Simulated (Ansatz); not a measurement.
# PbO (model cell, started as layered BN type): following an unstable mode

Which phase does PbO (model cell, started as layered BN type) fall into along its unstable mode, and how much energy does it gain?

Main program and level: Ansatz 0.2.0; DFT PBEsol, scalar-relativistic, plane waves, PAW; PAW set soft_1.

The structure was built from a prototype and need not be the compound's stable phase.

## (1) The structure

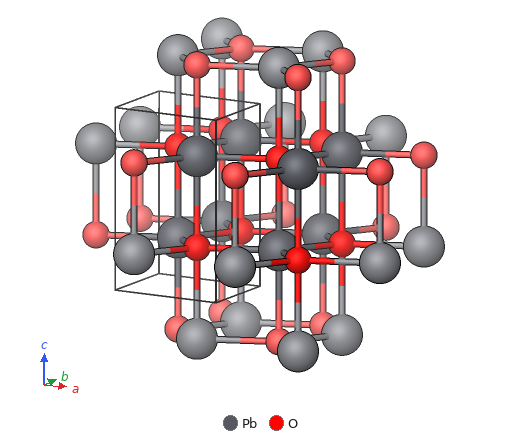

The starting structure, seen slightly off an axis (lead dark grey, oxygen red). 2×2×1 cells are drawn. Some periodic images of atoms are drawn too.

## (2) Response at finite wavevector

The cell comes from relaxations at this level that are not shown. Stability and thermal properties need the whole zone. Linear response on a 3×3×2 q mesh gives force constants as far as a supercell of that size would, and the tensors from the zone-centre run are typed in so that the long-range dipole term is interpolated apart.

Input file input.yaml:

```yaml
crystal:
  lattice:
    - [4.2392552545, 2.9652e-06, 0.0]
    - [-2.1196301952, 3.671301261, 0.0]
    - [0.0, 0.0, 5.2432298645]
  atoms:
    - { symbol: Pb, position: [0.3333333333, 0.6666666667, 0.25] }
    - { symbol: Pb, position: [0.6666666667, 0.3333333333, 0.75] }
    - { symbol: O, position: [0.6666666667, 0.3333333333, 0.25] }
    - { symbol: O, position: [0.3333333333, 0.6666666667, 0.75] }
kpoints:
  mp_grid: { grid: [9, 9, 4] }
hamiltonian:
  xc: pbesol
  pseudopotentials: { kind: paw, azcp: { folder: soft_1 }, xc_functional: pbe }
scf:
  occupations: { method: fixed }
output:
  eigenvalues: true
phonons:
  method: dfpt
  qmesh: [3, 3, 2]
  temperatures: { t_max: 1000, t_step: 50 }
  qpath:
    path:
      - [[0.0, 0.0, 0.0], [0.5, 0.0, 0.0], [0.33333333, 0.33333333, 0.0], [0.0, 0.0, 0.0], [0.0, 0.0, 0.5], [0.5, 0.0, 0.5], [0.33333333, 0.33333333, 0.5], [0.0, 0.0, 0.5]]
      - [[0.5, 0.0, 0.5], [0.5, 0.0, 0.0]]
      - [[0.33333333, 0.33333333, 0.5], [0.33333333, 0.33333333, 0.0]]
    npoints: 10
  non_analytic_term:
    high_frequency_dielectric_tensor: [[8.2793, 0.0, 0.0], [0.0, 8.2793, 0.0], [0.0, 0.0, 10.6815]]
    born_effective_charges:
      - { species: Pb, tensor: [[2.4159, 0.0, 0.0], [0.0, 2.4159, 0.0], [0.0, 0.0, 3.5918]] }
      - { species: Pb, tensor: [[2.4159, 0.0, 0.0], [0.0, 2.4159, 0.0], [0.0, 0.0, 3.5918]] }
      - { species: O, tensor: [[-2.4159, 0.0, 0.0], [0.0, -2.4159, 0.0], [0.0, 0.0, -3.5918]] }
      - { species: O, tensor: [[-2.4159, 0.0, 0.0], [0.0, -2.4159, 0.0], [0.0, 0.0, -3.5918]] }
    source: "zone-centre run at this cell"
```

Run with:

```console
ansatz run input.yaml --threads 4 --pin off --max-ram 10240MiB --backend cpu --events-out ev --progress --plain --runs-dir out
```

Numbers of over 12 decimals in the logs are rounded to 6 here.

The program printed:

```text
Warning: phonons: the dynamical matrix that this run interpolates holds no multipole term above the dipole-dipole one, and a site of this crystal is no centre of inversion, so its interpolated transverse optical and acoustic branches and sound speeds can stay off near Gamma, and the density of states and the thermodynamics with them. What a run solves at a wave vector of phonons.qpoints, Gamma apart, where the deck admits one, is free of this, and under fd what a larger phonons.supercell samples
Engine: ansatz 0.2.0, aarch64-unknown-linux-gnu
Pseudopotentials: kind: paw
Pseudopotential: Pb, paw, valence charge 14, recommended cutoff 420 eV (normal), soft_1/Pb.paw.azcp
Pseudopotential: O, paw, valence charge 6, recommended cutoff 420 eV (normal), soft_1/O.paw.azcp
Functional definition: PBEsol
  exchange = pbesol_x
  correlation = pbesol_c
Crystal: 4 atoms, lattice volume = 81.603 Å³
Basis set: ecut = 420 eV, 1595 PW (Γ), exchange–correlation on 60×60×72 points (8 copies of the dense FFT grid, shifted against one another)
Bands: 24, of which v1, the nominal top of the filled ones, is band 20 counted from 1 (19 counted from 0)
Symmetry: 24 space group operations
k-points: 36 of 324
Non-local potential: Pb, projectors of the file, l = 0: 2, l = 1: 2, l = 2: 2, l = 3: 1
Non-local potential: O, projectors of the file, l = 0: 2, l = 1: 2, l = 2: 1
PAW form: soft (Blöchl's): semilocal exchange-correlation on the pseudo side does not see the compensation charge
PAW frozen core: Pb, regenerated for the run's functional, and the local potential with it (the file was generated under x = pbe(κ = 0.804, μ = 0.219515), c = pbe(β = 0.066725))
PAW frozen core: O, regenerated for the run's functional, and the local potential with it (the file was generated under x = pbe(κ = 0.804, μ = 0.219515), c = pbe(β = 0.066725))
PAW one-centre angular grid: Pb, 590 points (default); XC on 64 Gauss nodes
PAW one-centre angular grid: O, 110 points (default); XC on 64 Gauss nodes
Initial density: superposition of atomic densities (chi_scale 0.1, normalization cell, long waves kept (reshape's long-wave potential 0.00 eV rms))
Initial wavefunctions: pseudopotential atomic-orbital guess
Functional: x = pbesol(κ = 0.804, μ = 0.123457), c = pbesol(β = 0.046)
SCF iter   1: F=—  HF=-24634.821533 eV  |F-HF|=—  |Δ(HF+E_count)|=         —  Δρ=3.20e-2  dr2=1.34e0  ethr=3.10e-3  ⟨swp⟩=5.0  Hψ=3271  notcnv=0  defer=59
preconditioner: auto → Resta (q_TF=auto, 2.423 Å⁻¹)  ε∞=3.9  [insulator: Δε(μ)=1.553 eV  Ē_g=15.229 eV  n_scr=22 (ndim 8)  ℏωp=26.0 eV  f_vac=0.007  ε∞_Penn≈3.9]
SCF iter   2: F=—  HF=-24634.600073 eV  |F-HF|=—  |Δ(HF+E_count)|=   2.21e-1  Δρ=2.38e-2  dr2=3.03e-1  ethr=3.10e-3  ⟨swp⟩=2.6  Hψ=1678  notcnv=0  defer=61
SCF iter   3: F=—  HF=-24634.560742 eV  |F-HF|=—  |Δ(HF+E_count)|=   3.93e-2  Δρ=1.01e-2  dr2=1.58e-1  ethr=7.58e-4  ⟨swp⟩=2.2  Hψ=1162  notcnv=0  defer=68
SCF iter   4: F=—  HF=-24634.539184 eV  |F-HF|=—  |Δ(HF+E_count)|=   2.16e-2  Δρ=2.28e-3  dr2=6.06e-3  ethr=3.95e-4  ⟨swp⟩=2.1  Hψ=1107  notcnv=0  defer=69
SCF iter   5: F=—  HF=-24634.541919 eV  |F-HF|=—  |Δ(HF+E_count)|=   2.73e-3  Δρ=8.62e-4  dr2=8.10e-4  ethr=1.51e-5  ⟨swp⟩=2.1  Hψ=1463  notcnv=0  defer=69
SCF iter   6: F=—  HF=-24634.543058 eV  |F-HF|=—  |Δ(HF+E_count)|=   1.14e-3  Δρ=1.76e-4  dr2=2.23e-5  ethr=2.03e-6  ⟨swp⟩=2.2  Hψ=1235  notcnv=0  defer=69
SCF iter   7: F=—  HF=-24634.543091 eV  |F-HF|=—  |Δ(HF+E_count)|=   3.30e-5  Δρ=2.71e-5  dr2=5.16e-7  ethr=5.57e-8  ⟨swp⟩=2.9  Hψ=1626  notcnv=0  defer=44
SCF iter   8: F=—  HF=-24634.543100 eV  |F-HF|=—  |Δ(HF+E_count)|=   8.79e-6  Δρ=4.00e-6  dr2=1.14e-8  ethr=1.29e-9  ⟨swp⟩=2.0  Hψ=1512  notcnv=0  defer=4
SCF iter   9: F=—  HF=-24634.543100 eV  |F-HF|=—  |Δ(HF+E_count)|=   2.49e-8  Δρ=1.05e-6  dr2=8.50e-10  ethr=2.84e-11  ⟨swp⟩=2.4  Hψ=1572  notcnv=0  defer=4
SCF iter  10: F=—  HF=-24634.543100 eV  |F-HF|=—  |Δ(HF+E_count)|=   1.16e-9  Δρ=1.83e-7  dr2=1.99e-11  ethr=2.13e-12  ⟨swp⟩=2.0  Hψ=1512  notcnv=0  defer=4
SCF iter  11: F=-24634.543100 eV  HF=-24634.543100 eV  |F-HF|=0.00e0  |Δ(HF+E_count)|=  5.09e-11  Δρ=6.35e-8  dr2=3.15e-12  ethr=1.00e-12  ⟨swp⟩=8.3  Hψ=5152  notcnv=0
SCF 1 converged in 11 iterations: F = -24634.543100 eV  dr2 = 3.15e-12
  greatest PAW one-centre occupation: 0.983 electrons in one spin orbital (limit 2), on the Pb atom at site 1 (counted from 0), in its partial waves of l = 2
NSCF: frozen V_eff on 36 k-points
NSCF: frozen V_eff on 123 k-points
DFPT response loops at q = (0, 0, 0) (fractional): preconditioner auto → Resta (q_TF=auto, 2.423 Å⁻¹)  ε∞=7.1 (no band partly filled); β = 1.00, the filter's whole step (`scf.mixing.beta` (0.50) is not read by the response loops at its default; to damp them type it under 1.00, their step now; it binds the ground state too); Broyden in place of MSR1
NSCF: frozen V_eff on 246 k-points
DFPT response loops at q = (0, 0, -0.5) (fractional): mixed as the last ones told, above
NSCF: frozen V_eff on 486 k-points
DFPT response loops at q = (0, 0.333333, 0) (fractional): mixed as the last ones told, above
NSCF: frozen V_eff on 486 k-points
DFPT response loops at q = (0, 0.333333, -0.5) (fractional): mixed as the last ones told, above
NSCF: frozen V_eff on 486 k-points
DFPT response loops at q = (0.333333, 0.333333, 0) (fractional): mixed as the last ones told, above
NSCF: frozen V_eff on 486 k-points
DFPT response loops at q = (0.333333, 0.333333, -0.5) (fractional): mixed as the last ones told, above
SCF converged after 11 iterations
Free energy (F): -24634.543100 eV
Harris-Foulkes:  -24634.543100 eV  (|F-HF|=0.00e0)
Internal energy: -24634.543100 eV  (E = F + TS)
E sigma→0 (E₀):  -24634.543100 eV
Fermi energy:    8.807462 eV
--- Per-component energies (eV) ---
  E_band       = -110.217790
  E_kinetic    = 917.247330
  E_local      = -2872.122133  (includes V_loc(G=0)·N_el)
  E_nonlocal   = 719.466013
  E_hartree    = 1099.881307
  E_xc         = -551.628710
  E_vxc        = -459.475719  (∫ρ·V_xc dr)
  E_paw        = -20791.919607  (= ΣΔE_a)
  E_vpaw       = -615.097385  (= ΣTr[D̂ρ^β])
  E_aug_tail   = 0.001454  (compensation charges beyond the density's cutoff)
  E_ewald      = -3155.663670
  E_core_change = 0.194916  (= ΣΔE_core)
  E_smearing   = -0.000000  (= −TS)
  E_closure    = -0.000000  (closes the sum)
  Σ components = -24634.543100   (vs F -24634.543100, Δ=0.00e0)
--- Band table (eV; the first three rows and the last of 36) ---
  k-point 0: bands = [... 16 lower, 5.2983, 6.1487, 6.1715, 6.1715, 12.6429, 12.9015, 12.9015, 13.5961]
  k-point 1: bands = [... 16 lower, 5.4514, 6.0766, 6.0766, 6.7762, 12.1418, 12.8075, 12.8075, 13.2931]
  k-point 2: bands = [... 16 lower, 5.7929, 5.7929, 7.2590, 7.2590, 11.9917, 11.9917, 12.8660, 12.8660]
  k-point 35: bands = [... 16 lower, 6.5083, 6.5083, 8.8075, 8.8075, 10.0044, 10.0044, 11.9808, 11.9808]
--- Phonons (Γ-DFPT): 4 representative perturbations + reference (Σ response iterations 15) ---
  ASR residual: 7.365e-5 → 0.000e0 eV/Å²; symmetrization residual: 3.809e-6 eV/Å²
  ASR residual per site (eV/Å²): 2.79e-5 2.79e-5 7.36e-5 7.36e-5
  Γ frequencies (cm⁻¹): -205.03 -127.48 0.00 0.00 0.00 57.94 57.94 102.21 217.86 217.86 247.42 247.42
--- Phonons (arbitrary-q DFPT): 6 irreducible q on the 3×3×2 mesh ---
  q = [0.0000, 0.0000, 0.0000] (star 1, of the zone-centre solve; hermiticity 1.66e-6, symmetrization 1.22e-7): -205.03 -127.48 -0.00 -0.00 0.00 57.94 57.94 102.21 217.86 217.86 247.42 247.42
  q = [0.0000, 0.0000, -0.5000] (star 1, 4 solved perturbations in 318 linear systems a pass and spin channel, the states on 123 of 324 k-point pairs; hermiticity 5.22e-7, symmetrization 1.30e-7): 44.91 44.91 44.91 44.91 87.17 87.17 246.37 246.37 246.37 246.37 292.75 292.75
  q = [0.0000, 0.3333, 0.0000] (star 6, 6 solved perturbations in 1242 linear systems a pass and spin channel, the states on 243 of 324 k-point pairs; hermiticity 7.72e-7, symmetrization 5.89e-8): -190.28 -110.09 -58.56 29.11 45.20 87.33 87.68 105.84 118.31 172.17 276.82 313.62
  q = [0.0000, 0.3333, -0.5000] (star 6, 6 solved perturbations in 1242 linear systems a pass and spin channel, the states on 243 of 324 k-point pairs; hermiticity 8.54e-7, symmetrization 1.10e-7): 37.91 37.91 47.70 47.70 114.78 114.78 160.95 160.95 232.61 232.61 342.27 342.27
  q = [0.3333, 0.3333, 0.0000] (star 2, 4 solved perturbations in 600 linear systems a pass and spin channel, the states on 243 of 324 k-point pairs; hermiticity 8.22e-7, symmetrization 2.05e-7): -178.88 -147.95 -147.95 -94.32 67.02 67.02 74.83 103.97 107.65 107.65 313.96 313.96
  q = [0.3333, 0.3333, -0.5000] (star 2, 4 solved perturbations in 600 linear systems a pass and spin channel, the states on 243 of 324 k-point pairs; hermiticity 3.80e-7, symmetrization 2.00e-7): -116.57 -116.57 40.57 40.57 90.52 90.52 125.37 125.37 244.24 244.24 356.34 356.34
  sum rule: each row above includes the acoustic sum rule's correction from the zone centre's row sums; it moved no ω² by more than (1.12 cm⁻¹)²
  mesh force constants: q→R imaginary residual 0.00e0; ASR residual 7.365e-5 → 0.000e0 eV/Å²; symmetrization residual 1.066e-14 eV/Å²
  interpolated dispersion: 94 rows × 12 modes
  density of states and harmonic sums: on the 18×18×12 q-mesh, interpolated from the force constants of a 3×3×2 supercell (with the dipole–dipole term of supplied tensors)
  largest difference from the sums on the solved wave vectors: F 4.68e-2 eV, S 5.81e-5 and C_V 1.47e-5 eV/K
  zero-point energy: 0.093944 eV/cell   skipped modes (ω ≤ 0): 468, of them read as no rigid motion or as one in doubt: 465 (1.812e0 modes/cell left out, lowest -205.03 cm⁻¹)   left out of the sums: 1.51e-1 of the cell's modes: C_V's classical limit lies that fraction below 3 k_B per atom; for a crystal, a wire or a layer, F and S can be off by more, and a phonons.interpolated_qmesh denser along its periods is the remedy for the sampling
```

The job ended after 3.9 min (4 threads of Arm Neoverse V1, shared host; peak memory 1.4 GiB).

A gap read on the k-mesh alone can miss the band edges.

Numbers from this step:

```
gap on the k-mesh                                       : 1.197 eV
volume per atom                                         : 20.40 Å³
sum-rule residual before enforcement                    : 7.36e-5 eV/Å²
lowest frequency on the path                            : -205.0 cm⁻¹
point group                                             : 6/mmm
highest frequency on the path or at a solved wavevector : 356.3 cm⁻¹
highest optical mode at the zone centre (no LO-TO term) : 247.4 cm⁻¹
lowest optical zone-centre mode                         : -205.0 cm⁻¹
lowest mode on the q mesh (acoustic modes at Γ apart)   : -205.0 cm⁻¹
```

Frequencies (cm⁻¹) solved at each irreducible wavevector; negative means imaginary. Frequencies by wavevector, by row:

```tsv
q in reciprocal lattice units	star	mode 1	mode 2	mode 3	mode 4	mode 10	mode 11	mode 12
0 0 0	1	-205	-127.5	0	0	217.9	247.4	247.4
0 0 -0.5	1	44.9	44.9	44.9	44.9	246.4	292.8	292.8
0 0.3333 0	6	-190.3	-110.1	-58.6	29.1	172.2	276.8	313.6
0 0.3333 -0.5	6	37.9	37.9	47.7	47.7	232.6	342.3	342.3
0.3333 0.3333 0	2	-178.9	-147.9	-147.9	-94.3	107.7	314	314
0.3333 0.3333 -0.5	2	-116.6	-116.6	40.6	40.6	244.2	356.3	356.3
```

Interpolated from a 3×3×2 q mesh, with the LO-TO term (at Γ the limit along the path; where Γ stands inside the path, tables give the limit on arrival). Phonon branches along the path, in cm⁻¹:

```tsv
point	branch 1	branch 2	branch 3	branch 4	branch 9	branch 10	branch 11	branch 12
Γ	-205	-128	0	0	218	218	247	344
M	-178	-117	-105	17	114	127	278	313
K	-179	-148	-148	-94	108	108	314	314
Γ	-205	-128	0	0	218	218	247	344
A	45	45	45	45	246	246	293	293
L	29	29	43	43	234	234	351	351
H	-117	-117	41	41	244	244	356	356
A	45	45	45	45	246	246	293	293
jump to L	29	29	43	43	234	234	351	351
M	-178	-117	-105	17	114	127	278	313
jump to H	-117	-117	41	41	244	244	356	356
K	-179	-148	-148	-94	108	108	314	314
```

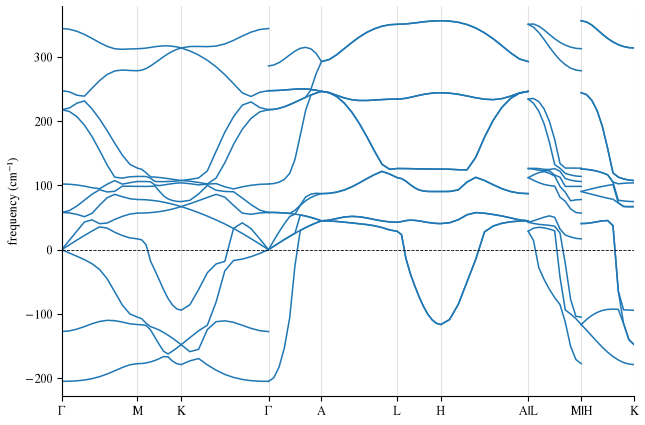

Phonon branches along the path.

Symmetry leaves 6 wavevectors to solve. The lowest mode among them, the acoustic zeros apart, lies at Γ and is imaginary, 205.0i cm⁻¹, so the energy falls along it.

## (3) The mode frozen in, largest atomic shift 0 Å

The mode followed lies at q = (0, 0.333, 0) with frequency 190.3i cm⁻¹, one of the unstable modes though not the softest. At small amplitude the distorted cell has space group no. 12 by a symmetry search on the positions. The undistorted cell that holds it gives the zero of energy on the same k mesh.

System of this step: PbO (model cell, started as layered BN type). Symmetry: P6_3/mmc, No. 194, hexagonal system. The conventional cell has a = 4.239 Å, b = 4.239 Å, c = 5.243 Å, α = 90.00°, β = 90.00°, γ = 120.00°. Pb has 5 O at 2.45 to 2.62 Å nearest. Nearest to O lie 5 Pb at 2.45 to 2.62 Å. Farther neighbours and most contacts between anions are not listed.

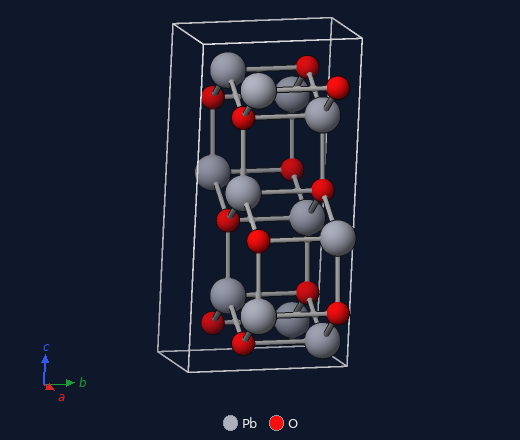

The cell of this step (lead light grey, oxygen red). 2×1×1 cells are drawn.

Input file input.yaml:

```yaml
crystal:
  lattice:
    - [-4.2392552545, -2.9652e-06, 0.0]
    - [0.0, 0.0, -5.2432298645]
    - [-2.1196199234, -11.0139097133, 0.0]
  atoms:
    - { symbol: Pb, position: [0.7777777778, 0.75, 0.4444444444] }
    - { symbol: Pb, position: [0.4444444444, 0.75, 0.1111111111] }
    - { symbol: Pb, position: [0.1111111111, 0.75, 0.7777777778] }
    - { symbol: Pb, position: [0.2222222222, 0.25, 0.5555555556] }
    - { symbol: Pb, position: [0.8888888889, 0.25, 0.2222222222] }
    - { symbol: Pb, position: [0.5555555556, 0.25, 0.8888888889] }
    - { symbol: O, position: [0.2222222222, 0.75, 0.5555555556] }
    - { symbol: O, position: [0.8888888889, 0.75, 0.2222222222] }
    - { symbol: O, position: [0.5555555556, 0.75, 0.8888888889] }
    - { symbol: O, position: [0.7777777778, 0.25, 0.4444444444] }
    - { symbol: O, position: [0.4444444444, 0.25, 0.1111111111] }
    - { symbol: O, position: [0.1111111111, 0.25, 0.7777777778] }
kpoints:
  mp_grid: { grid: [6, 6, 6] }
hamiltonian:
  xc: pbesol
  pseudopotentials: { kind: paw, azcp: { folder: soft_1 }, xc_functional: pbe }
scf:
  occupations: { method: gaussian, width: 0.02 }
output:
  forces: true
  stress: true
  eigenvalues: true
```

The program printed:

```text
[...]
Crystal: 12 atoms, lattice volume = 244.810 Å³
Basis set: ecut = 420 eV, 4775 PW (Γ), exchange–correlation on 60×72×150 points (8 copies of the dense FFT grid, shifted against one another)
Bands: 72, of which v1, the nominal top of the filled ones, is band 60 counted from 1 (59 counted from 0)
Symmetry: 24 space group operations
[...]
k-points: 52 of 216
[...]
k-point 0: bands = [... 56 lower, 6.7481, 6.7481, 7.1364, 7.1364, 10.7589, 10.7589, 12.6380, 12.6467, ... 5 higher]
  k-point 1: bands = [... 56 lower, 6.5531, 6.8718, 6.9364, 7.2971, 10.6336, 10.9591, 12.6393, 12.6511, ... 5 higher]
  k-point 2: bands = [... 56 lower, 6.3249, 6.7159, 6.9352, 7.4029, 10.5640, 11.2572, 12.1547, 12.6446, ... 5 higher]
  k-point 51: bands = [... 56 lower, 8.2098, 8.2098, 8.4435, 8.4435, 10.0773, 10.0773, 10.1052, 10.1052, ... 5 higher]
[key lines of the parts left out:]
SCF converged after 8 iterations
Free energy (F): -73903.660252 eV
Fermi energy:    9.403696 eV
P = ⅓ Tr σ = -0.0093 GPa (-0.093 kbar)
```

It took 13 s on 4 threads; peak memory 1.1 GiB.

Numbers from this step:

- pressure: -0.009340 GPa
- gap on the k-mesh: 1.202 eV
- energy from the undistorted cell: 0 meV/atom

At this level the gap is 1.20 eV on the k-mesh of the self-consistent run, which can miss the band edges.

## (4) The mode frozen in, largest atomic shift 0.32 Å

The atoms are moved along the unstable eigenvector, the largest shift by 0.32 Å, with the cell fixed.

Input file input.yaml:

```yaml
crystal:
  lattice:
    - [-4.2392552545, -2.9652e-06, 0.0]
    - [0.0, 0.0, -5.2432298645]
    - [-2.1196199234, -11.0139097133, 0.0]
  atoms:
    - { symbol: Pb, position: [0.7777777778, 0.7492781728, 0.4444444444] }
    - { symbol: Pb, position: [0.4444444444, 0.752792062, 0.1111111111] }
    - { symbol: Pb, position: [0.1111111111, 0.747929739, 0.7777777778] }
    - { symbol: Pb, position: [0.2222222222, 0.2520702567, 0.5555555556] }
    - { symbol: Pb, position: [0.8888888889, 0.2472079853, 0.2222222222] }
    - { symbol: Pb, position: [0.5555555556, 0.2507218331, 0.8888888889] }
    - { symbol: O, position: [0.2222222222, 0.707371498, 0.5555555556] }
    - { symbol: O, position: [0.8888888889, 0.811030234, 0.2222222222] }
    - { symbol: O, position: [0.5555555556, 0.7315967215, 0.8888888889] }
    - { symbol: O, position: [0.7777777778, 0.2684031532, 0.4444444444] }
    - { symbol: O, position: [0.4444444444, 0.1889689164, 0.1111111111] }
    - { symbol: O, position: [0.1111111111, 0.2926285979, 0.7777777778] }
kpoints:
  mp_grid: { grid: [6, 6, 6] }
hamiltonian:
  xc: pbesol
  pseudopotentials: { kind: paw, azcp: { folder: soft_1 }, xc_functional: pbe }
scf:
  occupations: { method: gaussian, width: 0.02 }
output:
  forces: true
  stress: true
  eigenvalues: true
```

The program printed:

```text
[...]
k-point 0: bands = [... 56 lower, 6.7361, 7.0323, 7.1517, 7.3457, 10.6622, 10.7674, 12.4830, 12.4948, ... 5 higher]
  k-point 1: bands = [... 56 lower, 6.6745, 6.9371, 7.2090, 7.3663, 10.5922, 10.9170, 12.4605, 12.5471, ... 5 higher]
  k-point 2: bands = [... 56 lower, 6.5378, 6.7716, 7.2543, 7.4096, 10.5385, 11.2071, 12.1079, 12.4668, ... 5 higher]
  k-point 67: bands = [... 56 lower, 8.0453, 8.1146, 8.2944, 8.3229, 9.6925, 9.7342, 10.1243, 10.2837, ... 5 higher]
[key lines of the parts left out:]
SCF converged after 8 iterations
Free energy (F): -73903.879300 eV
Fermi energy:    9.135899 eV
P = ⅓ Tr σ = 0.3797 GPa (3.797 kbar)
```

The job ended after 18 s (4 threads; peak memory 1.2 GiB).

Numbers from this step:

```
pressure                         : 0.3797 GPa
gap on the k-mesh                : 1.078 eV
energy from the undistorted cell : -18.25 meV/atom
```

The energy, extrapolated to zero smearing, is -18.25 meV/atom against the undistorted cell.

The run ends at a pressure of 0.38 GPa, with forces up to 0.28 eV/Å.

(Continued in part 2 of 2.)

[Logs are printed without paths, hosts, clocks, repeated set-up lines and the standing remarks that a program may print on its own settings, such as how far it seeks lower states.]

[Hosts, paths, dates, database ids (printed as entryN), source tags and the programs' standing remarks are cut or masked in the printed files.]
